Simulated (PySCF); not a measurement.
## What a change does: single-point calculation on TaB

System: TaB, multiplicity 5, SMILES [B][Ta].
Method of run 1: UKS r2SCAN-D4/def2-TZVPP (PySCF 2.14.0).

The geometry comes from this level: PBE0-D4/def2-TZVPP. Text and figures count atoms from 1; the logs count them from 0 in places.

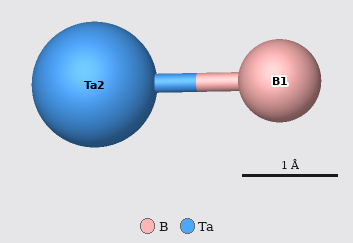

Figure 1. The structure as given in the input (ball-and-stick view, seen at an oblique angle; atoms are numbered from 1 in the order of the input). Sticks mark near contacts. Bond lengths as drawn: B–Ta 1.98 Å.

**Input file, run 1**
```python
import json, numpy as np
from pyscf import gto, scf, dft, mp, cc, lib
mol = gto.M(atom="""
B     -0.000048     0.000004     0.058860
Ta     0.000031     0.000001     2.035300
""", basis='def2-TZVPP', ecp={'Ta': 'def2-TZVPP'}, charge=0, spin=4, verbose=3, max_memory=4000)
def mean_field(mol):
    mf = dft.UKS(mol, xc='r2scan')
    mf.grids.level = 4
    mf.disp = "d4"
    mf.conv_tol = 1e-9; mf.chkfile = None; mf.max_cycle = 100
    return mf
last = {}
def solved(mol):
    mf = mean_field(mol); mf.kernel(last.get('dm'))
    if not mf.converged: mf = mf.newton().run(mf.mo_coeff, mf.mo_occ).undo_soscf()
    for _ in range(2 if mol.verbose or not last else 0):   # follow an internal instability downhill
        mo, _, stable, _ = mf.stability(return_status=True)
        if stable: break
        mf.kernel(mf.make_rdm1(mo, mf.mo_occ))
        if not mf.converged: mf = mf.newton().run(mf.mo_coeff, mf.mo_occ).undo_soscf()
    assert mf.converged
    last['dm'] = mf.make_rdm1()
    return mf
out = {}
def energy(mol, gradient=False):
    mf = out['mf'] = solved(mol)
    e = mf.e_tot
    out.update(e=e, ref=mf.e_tot)
    if not gradient: return e
    return e, mf.nuc_grad_method().kernel()
print('Total energy: %.8f Eh' % energy(mol))
mf = out.pop('mf')
out['s2'] = mf.spin_square()[0]
out['dipole'] = mf.dip_moment(unit='Debye').tolist()
out['x'] = mol.atom_coords(unit='angstrom').tolist()
json.dump(out, open('result.json', 'w'))
```

Command:
```bash
OMP_NUM_THREADS=2 python input.py
```

Hardware: 2 threads of AMD EPYC (Zen 3), 189 GiB of memory available, shared host.

**Output (run 1)**
```
WARN: HOMO -0.38595285239585 >= LUMO -0.437697085735796
WARN: HOMO 0.0749845138735967 >= LUMO -0.153767660334528
WARN: HOMO -0.125526094363547 >= LUMO -0.168905507725117
converged SCF energy = -81.6177004735036  <S^2> = 6.0705134  2S+1 = 5.0281262
<class 'pyscf.dft.uks.UKS'> wavefunction has an internal instability
converged SCF energy = -81.6177002040605  <S^2> = 6.0706253  2S+1 = 5.0281707
<class 'pyscf.dft.uks.UKS'> wavefunction has an internal instability
converged SCF energy = -81.6177060894181  <S^2> = 6.0705883  2S+1 = 5.028156
Total energy: -81.61770609 Eh
Dipole moment(X, Y, Z, Debye):  0.00018,  0.00003,  3.58234
```

For run 2 the input was changed thus:
```diff
-    mf = dft.UKS(mol, xc='r2scan')
+    mf = dft.UKS(mol, xc='wb97m_v')
-    mf.disp = "d4"
+    mf.nlcgrids.level = 1
```

Predict how the results change.

The total energies belong to different methods, so their difference says nothing on which is more stable or more accurate. The functional changes from r2SCAN to wb97m_v. On the same kind of shared host run 2 took about 4.1 times as long.

**Output (run 2)**
```
WARN: HOMO -0.316533913914756 >= LUMO -0.373692573939263
WARN: HOMO 0.0280392170736951 >= LUMO -0.159331706630493
converged SCF energy = -81.4599057858469  <S^2> = 6.9928216  2S+1 = 5.3824981
WARN: NLC contribution in gen_response is NOT included
<class 'pyscf.dft.uks.UKS'> wavefunction has an internal instability
SCF not converged.
SCF energy = -81.4650308562472 after 100 cycles  <S^2> = 6.6533085  2S+1 = 5.2548296
WARN: NLC contribution in gen_response is NOT included
WARN: NLC contribution in gen_response is NOT included
WARN: NLC contribution in gen_response is NOT included
WARN: NLC contribution in gen_response is NOT included
WARN: NLC contribution in gen_response is NOT included
WARN: NLC contribution in gen_response is NOT included
converged SCF energy = -81.4912516270082  <S^2> = 6.0661716  2S+1 = 5.0263989
WARN: NLC contribution in gen_response is NOT included
<class 'pyscf.dft.uks.UKS'> wavefunction has an internal instability
converged SCF energy = -81.4912509826059  <S^2> = 6.0661682  2S+1 = 5.0263976
Total energy: -81.49125098 Eh
Dipole moment(X, Y, Z, Debye):  0.00006,  0.00000,  1.26927
```

**The two runs side by side**

| quantity | run 1 | run 2 |
| --- | --- | --- |
| outcome | converged | converged |
| total energy (hartree) | −81.617706 | −81.491251 |
| ⟨S²⟩ | 6.071 | 6.066 |
| wall time (shared host) | 3 min | 13 min |
